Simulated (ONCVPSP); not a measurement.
**Run report: Pd, pseudopotential generation**

- system: palladium (Pd, Z = 46), core [Ar] 3d10, reference valence 4s2 4p6 4d7 (an ion of charge +3), valence charge 18.
- method: ONCV potential, PBE, scalar-relativistic, made with ONCVPSP 4.0.1

## Key numbers

- outcome: generated
- cutoffs needed: 28 Ha and 63 Ha (the cutoffs at which the residual kinetic energy of the hardest occupied pseudo-wave falls to 1 and 0.1 mHa per electron)
- ghost test: no bound ghost flagged; no localised positive-energy state flagged
- configuration tests: 1 of 4 tests not solved
- rms error of d²Exc/dni dnj: 3.09 mHa without and 1.55 mHa with the model core
- largest excitation error among the tests solved: +18 meV (all-electron minus pseudo) for 4s2 4p6 4d9.5
- range over which the phases arctan(r R′/R) at the test radius agree within 0.05 rad (a looser test near the poles than one of phase shifts): s: up to about -1.1 Ha; p: up to about -0.5 Ha; d: over the whole range computed; f: not judged, local potential alone
- hardware: 1 CPU thread, shared host
- wall time: 3.5 s

## Remarks

Warnings of the program, in the generation or the tests: psatom: WARNING lschvkbb convergence error n,l,iter= 3 2 51.

## The input
```
# ATOM AND REFERENCE CONFIGURATION
# atsym  z   nc   nv     iexc    psfile
  Pd 46.00    6    3        4      upf
#
#   n    l    f
    1    0    2.00
    2    0    2.00
    2    1    6.00
    3    0    2.00
    3    1    6.00
    3    2   10.00
    4    0    2.00
    4    1    6.00
    4    2    7.00
#
# PSEUDOPOTENTIAL AND OPTIMIZATION
# lmax
    2
#
#   l,   rc,      ep,       ncon, nbas, qcut
    0    1.45    0.00    4    7    8.00
    1    1.65    0.00    4    8   10.00
    2    1.30    0.00    3    7    7.80
#
# LOCAL POTENTIAL
# lloc, lpopt,  rc(5),   dvloc0
    4    5    1.15    4.00
#
# VANDERBILT-KLEINMAN-BYLANDER PROJECTORs
# l, nproj, debl
    0    1    3.70
    1    1    3.40
    2    2    2.80
#
# MODEL CORE CHARGE
# icmod, fcfact, rcfact
    3    3.00    1.00
#
# LOG DERIVATIVE ANALYSIS
# epsh1, epsh2, depsh
   -6.00    5.00    0.04
#
# OUTPUT GRID
# rlmax, drl
    6.00    0.01
#
# TEST CONFIGURATIONS
# ncnf
    4
# nvcnf
#   n    l    f
    3
    4    0    2.00
    4    1    6.00
    4    2   10.00
#
    3
    4    0    2.00
    4    1    6.00
    4    2    9.00
#
    3
    4    0    2.00
    4    1    6.00
    4    2    8.00
#
    3
    4    0    2.00
    4    1    6.00
    4    2    9.50
#
```

Command:
```bash
oncvpsp.x < Pd.dat > Pd.out
```

## Output (extracts)
```
ONCVPSP  (Optimized Norm-Conservinng Vanderbilt PSeudopotential)
scalar-relativistic version 4.0.1

#   n    l    f        energy (Ha)
    1    0    2.00    -8.8962808E+02
    2    0    2.00    -1.3120372E+02
    2    1    6.00    -1.1778718E+02
    3    0    2.00    -2.4909284E+01
    3    1    6.00    -2.0499565E+01
    3    2   10.00    -1.3498102E+01
    4    0    2.00    -4.6332159E+00
    4    1    6.00    -3.3603994E+00
    4    2    7.00    -1.5302007E+00

Reference configufation results
  iterations    20
  all-electron total energy (Ha)   -5.04352864D+03

Begin loop to  construct optimized pseudo wave functions
and semi-local pseudopoentials for all angular momenta

Calculating optimized projector #   1

 for l=   0

    Fraction of norm inside rc  0.932968
    Optimizing pswf for qcut=   7.99 a_B^-1,  ecut=  31.92 Ha
    Residual kinetic energy error=  2.60D-05 Ha

    Energy error per electron        Cutoff
         Ha          eV             Ha
         0.01000     0.27211       19.95
         0.00100     0.02721       25.28
         0.00010     0.00272       29.47
         0.00001     0.00027       51.08

Calculating optimized projector #   1

 for l=   1

    Fraction of norm inside rc  0.942198
    Optimizing pswf for qcut=   9.99 a_B^-1,  ecut=  49.89 Ha
    Residual kinetic energy error=  1.50D-08 Ha

    Energy error per electron        Cutoff
         Ha          eV             Ha
         0.01000     0.27211       13.58
         0.00100     0.02721       17.04
         0.00010     0.00272       27.32
         0.00001     0.00027       35.21

   Wellstate for l =  2  n =  6
     eigenvalue =   1.2698
     asymptotic potential =   1.7698
     half-point radius =  2.7867

Calculating optimized projector #   1

 for l=   2

    Fraction of norm inside rc  0.560454
    Optimizing pswf for qcut=   7.81 a_B^-1,  ecut=  30.47 Ha
    Residual kinetic energy error=  4.13D-04 Ha

    Energy error per electron        Cutoff
         Ha          eV             Ha
         0.01000     0.27211       22.64
         0.00100     0.02721       28.41
         0.00010     0.00272       62.81
         0.00001     0.00027      138.40

Calculating optimized projector #   2

 for l=   2

    Fraction of norm inside rc  0.039863
    Optimizing pswf for qcut=   7.81 a_B^-1,  ecut=  30.47 Ha
    Residual kinetic energy error=  2.54D-04 Ha

    Energy error per electron        Cutoff
         Ha          eV             Ha
         0.01000     0.27211       20.07
         0.00100     0.02721       26.93
         0.00010     0.00272       33.40
         0.00001     0.00027       63.49

Construct Vanderbilt / Kleinmman-Bylander projectors

B matrix Hermiticity error, ll=   2
   1   2   -2.5088E-04

  Orthonormal projector coefficients -9.8211E+00 -8.9684E-01

Model core correction analysis
  based on d2Exc/dn_idn_j

d2excae - all-electron derivatives

   -3.508218D-02   -3.160962D-02   -2.204016D-02
   -3.160978D-02   -2.978732D-02   -2.286089D-02
   -2.204035D-02   -2.286094D-02   -2.285691D-02

d2excps - pseudofunction derivatives with no core correction

   -4.136733D-02   -3.540638D-02   -2.339463D-02
   -3.540730D-02   -3.271094D-02   -2.429514D-02
   -2.339498D-02   -2.429522D-02   -2.403067D-02

rms 2nd derivative error    3.092081E-03

rmatch, rhocmatch    0.6323   22.8040

Teter function model core charge with specified parameters

d2excps - pseudofunction derivatives with core correction

   -3.703206D-02   -3.358385D-02   -2.313609D-02
   -3.358407D-02   -3.168240D-02   -2.407714D-02
   -2.313634D-02   -2.407722D-02   -2.394480D-02

rms 2nd derivative error    1.553959E-03

Pseudoatom total energy -125.804645

Diagnostic tests using Vanderbilt-Kleinman-Bylander pseudopotentials
  1 or more projectors used as specified by nproj input data

   l    rcore       rmatch      e in        delta e   norm test  slope test

   0   1.4522057   1.4962978  -4.6332159   0.0000001   1.0000000   0.9999929

   1   1.6564705   1.7067645  -3.3603994  -0.0000013   0.9999972   0.9999976

   2   1.3039606   1.3435517  -1.5302007  -0.0001522   1.0000314   0.9997604
   2   1.3039606   1.3435517   1.2697993  -0.0003537   1.0007552   1.0007552

 Testing for bound ghosts
   n   l    E NL Schr. Eq   E Basis Diag.   E Cutoff

   1   0       -4.633216       -4.633174     60.93

   2   1       -3.360401       -3.360397     81.79

   3   2       -1.530353       -1.527291    151.57

 Testing for highly-localized positive-energy ghosts
       l    <radius>/rc     E Basis Diag.   E Cutoff

Test configuration 0

   n   l     f        eae           eps        diff
   1   0  2.0000 -889.62807648
   2   0  2.0000 -131.20372247
   2   1  6.0000 -117.78718183
   3   0  2.0000  -24.90928428
   3   1  6.0000  -20.49956545
   3   2 10.0000  -13.49810210
   4   0  2.0000   -4.63321593   -4.63321585    7.58D-08
   4   1  6.0000   -3.36039945   -3.36040077   -1.32D-06
   4   2  7.0000   -1.53020069   -1.53035288   -1.52D-04

    Total energies and differences
      AE_ref= -5.04352864D+03  AE_tst= -5.04352864D+03  dif=  0.00D+00
      PS_ref= -1.25804645D+02  PS_tst= -1.25804645D+02  dif=  1.99D-13
      PSP excitation error= -1.99D-13

Test configuration 1

psatom: WARNING lschvkbb convergence error n,l,iter=   3   2  51
ea(ii),et,emin,emax -2.018579E-01 -1.816721E-01 -1.816721E-01 -1.816721E-01
run_config: WARNING for fully non-local PS atom, stg. 1
 WARNING no output for configuration 2

Test configuration 2

   n   l     f        eae           eps        diff
   1   0  2.0000 -888.51456186
   2   0  2.0000 -130.08003669
   2   1  6.0000 -116.66409995
   3   0  2.0000  -23.79386541
   3   1  6.0000  -19.38414227
   3   2 10.0000  -12.38120523
   4   0  2.0000   -3.55297633   -3.55400723   -1.03D-03
   4   1  6.0000   -2.29556440   -2.29582187   -2.57D-04
   4   2  9.0000   -0.53705891   -0.53718577   -1.27D-04

    Total energies and differences
      AE_ref= -5.04352864D+03  AE_tst= -5.04555641D+03  dif= -2.03D+00
      PS_ref= -1.25804645D+02  PS_tst= -1.27833039D+02  dif= -2.03D+00
      PSP excitation error=  6.33D-04

Test configuration 3

   n   l     f        eae           eps        diff
   1   0  2.0000 -889.03136842
   2   0  2.0000 -130.60102612
   2   1  6.0000 -117.18479811
   3   0  2.0000  -24.31259753
   3   1  6.0000  -19.90287743
   3   2 10.0000  -12.90042856
   4   0  2.0000   -4.06011143   -4.06077123   -6.60D-04
   4   1  6.0000   -2.79643687   -2.79665209   -2.15D-04
   4   2  8.0000   -1.00419901   -1.00447588   -2.77D-04

    Total energies and differences
      AE_ref= -5.04352864D+03  AE_tst= -5.04479134D+03  dif= -1.26D+00
      PS_ref= -1.25804645D+02  PS_tst= -1.27067714D+02  dif= -1.26D+00
      PSP excitation error=  3.72D-04

Test configuration 4

   n   l     f        eae           eps        diff
   1   0  2.0000 -888.29172646
   2   0  2.0000 -129.85587073
   2   1  6.0000 -116.44005236
   3   0  2.0000  -23.56973291
   3   1  6.0000  -19.16000796
   3   2 10.0000  -12.15698610
   4   0  2.0000   -3.33082337   -3.33197874   -1.16D-03
   4   1  6.0000   -2.07534759   -2.07561543   -2.68D-04
   4   2  9.5000   -0.33104821   -0.33108232   -3.41D-05

    Total energies and differences
      AE_ref= -5.04352864D+03  AE_tst= -5.04577255D+03  dif= -2.24D+00
      PS_ref= -1.25804645D+02  PS_tst= -1.28049228D+02  dif= -2.24D+00
      PSP excitation error=  6.76D-04
```

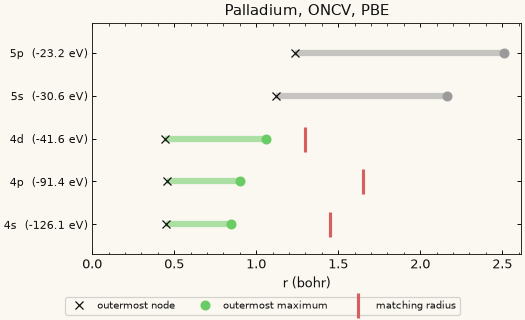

**Figure 1.** Outer shells of the all-electron reference atom: each bar runs from the outermost node (or the nucleus) to the outermost maximum of u(r); the tick is the radius chosen for the pseudo-wave. Shells without a tick have no pseudo-wave of their own. Levels, nodes and maxima are from ld1.x, scalar-relativistic.

- Radii against the shells: 4s: 1.45 bohr, outside the maximum; 4p: 1.65 bohr, outside the maximum; 4d: 1.30 bohr, outside the maximum.

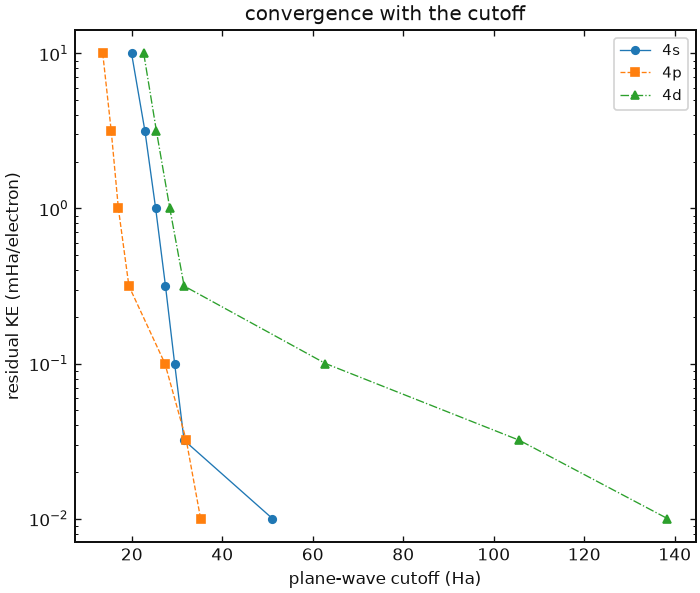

**Figure 2.** Residual kinetic energy of the pseudo-waves (the first of each channel, and further valence shells) beyond the plane-wave cutoff, as the generator prints it.

- Cutoffs for 1 mHa per electron: 4d: 28 Ha; 4s: 25 Ha; 4p: 17 Ha.
- Cutoffs for the occupied states: 28 Ha for 1 mHa and 63 Ha for 0.1 mHa per electron. The first is set by 4d.

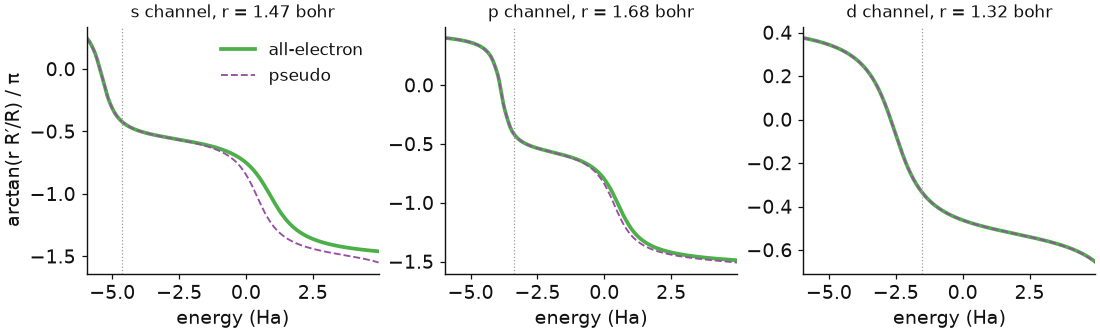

**Figure 3.** Unwrapped phase arctan(r R′/R) in units of π against energy, all-electron (solid) and pseudo (dashed); the pseudo phase is matched to the all-electron one at the reference energy. Here R(r) is the radial function. The dotted line marks the reference energy of the channel. Not drawn: f: not judged.

- Range over which the phases agree within 0.05 rad: s: up to about -1.1 Ha; p: up to about -0.5 Ha; d: over the whole range drawn.
- Ghost states: the plot shows none: the two phases stay within 0.68 rad of each other in all channels drawn. The separate test gives: no bound ghost flagged; no localised positive-energy state flagged.

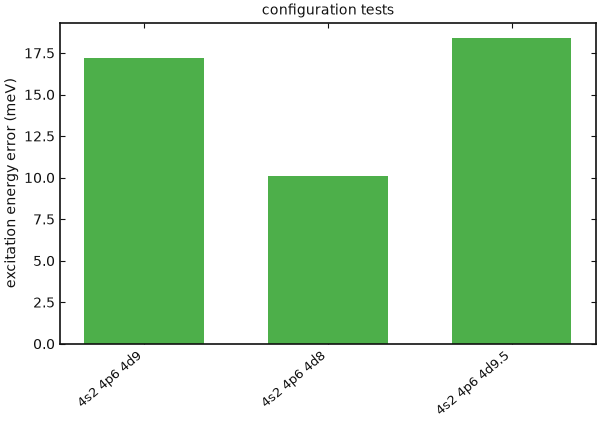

**Figure 4.** Errors, all-electron minus pseudo, of the energies of valence configurations relative to the unpolarised reference 4s2 4p6 4d7. Not all tests gave a result: 1 of 4 tests not solved.

- Worst configuration: 4s2 4p6 4d9.5 (charge +0.5): the error is +18 meV on an all-electron energy of -61.06 eV relative to the reference, or 0.03 %.
- Configurations within 10 meV and within 50 meV: 0 and 3 of 3.
- Errors in meV: 4s2 4p6 4d9: +17; 4s2 4p6 4d8: +10; 4s2 4p6 4d9.5: +18.

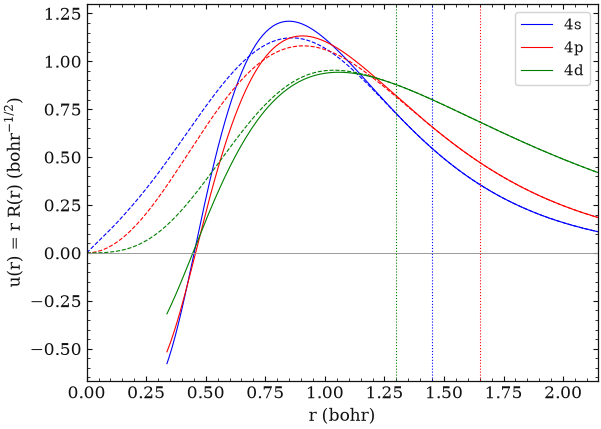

**Figure 5.** Partial waves u(r) = r R(r), all-electron (solid) and pseudo (dashed). Dotted lines mark the matching radii. The innermost oscillations of some all-electron curves aren't drawn. Pseudo-waves: 4s has no node; 4p has no node; 4d has no node.
